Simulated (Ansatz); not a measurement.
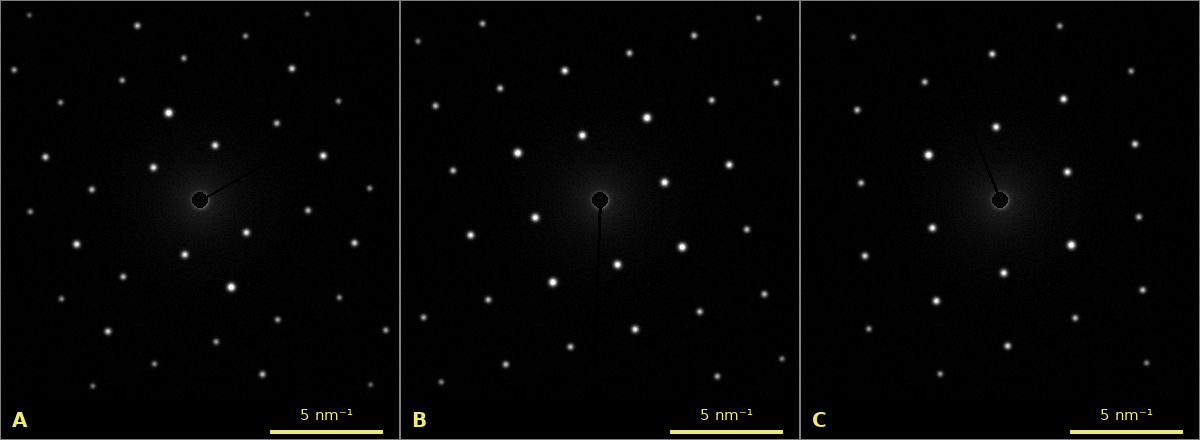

Kinematic electron diffraction patterns (300 kV, B = 0.5 Å², same scale, each along a low-index zone) of three structures of composition BeSn, each relaxed at zero pressure with DFT PBE, scalar-relativistic, plane waves, PAW in Ansatz.

The structures (standard cells):
1. Fd-3m (No. 227), a = 6.788 Å, 16 atoms; generated start, possibly hypothetical
2. Pm-3m (No. 221), a = 3.317 Å, 2 atoms; generated start, possibly hypothetical
3. Fm-3m (No. 225), a = 5.267 Å, 8 atoms; generated start, possibly hypothetical

**Which pattern belongs to which structure, and along which zone?**

A is structure 1 along [110] or an equivalent direction: centred rectangular net of -1 1 -1 at d = 3.92 Å and -1 1 1 at d = 3.92 Å, 70.5° apart (some points of this net are extinct or too weak to see). B is structure 2 along [001] or an equivalent direction: square net of 1 0 0 at d = 3.32 Å and 0 1 0 at d = 3.32 Å, 90.0° apart. C is structure 3 along [110] or an equivalent direction: centred rectangular net of -1 1 -1 at d = 3.04 Å and -1 1 1 at d = 3.04 Å, 70.5° apart.

**Which structure lies lowest at this level of theory, and by how much?**

Structure 3 (Fm-3m, 18.26 Å³ an atom) is the lowest of these; structure 2 (Pm-3m, 18.25 Å³ an atom) lies about 150 meV an atom higher; structure 1 (Fd-3m, 19.54 Å³ an atom) lies about 340 meV an atom higher. These are static energies at 0 K; other structures, not shown, may lie lower still.
